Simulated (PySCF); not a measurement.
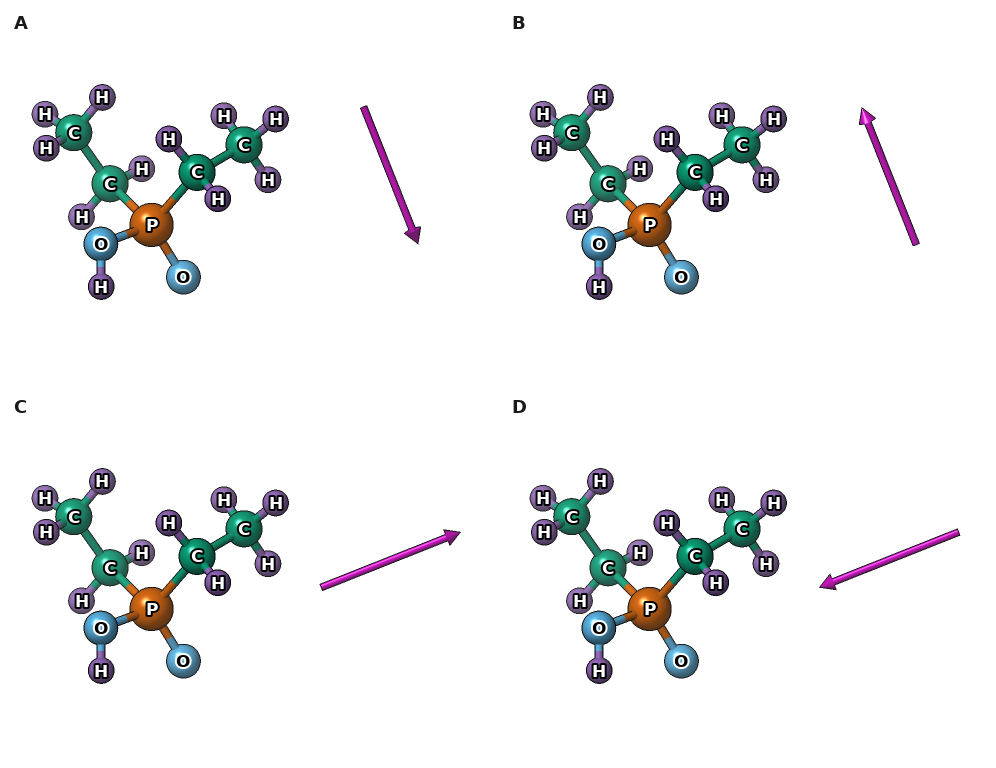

The same molecule four times, each with an arrow. The geometry was computed by an optimisation with GFN2-xTB. No frequency run is at hand to confirm it as a minimum. Properties computed with B3LYP/def2-SVPD, gas phase (PySCF 2.14.0).

Question: Which arrow points along the dipole moment, from the negative to the positive end?

Answer: B. The dipole moment is 3.03 D.

The geometry is semi-empirical. Around P such bond lengths and angles can be off by a tenth of an ångström or more and by several degrees, and values that hang on the shape move with them.
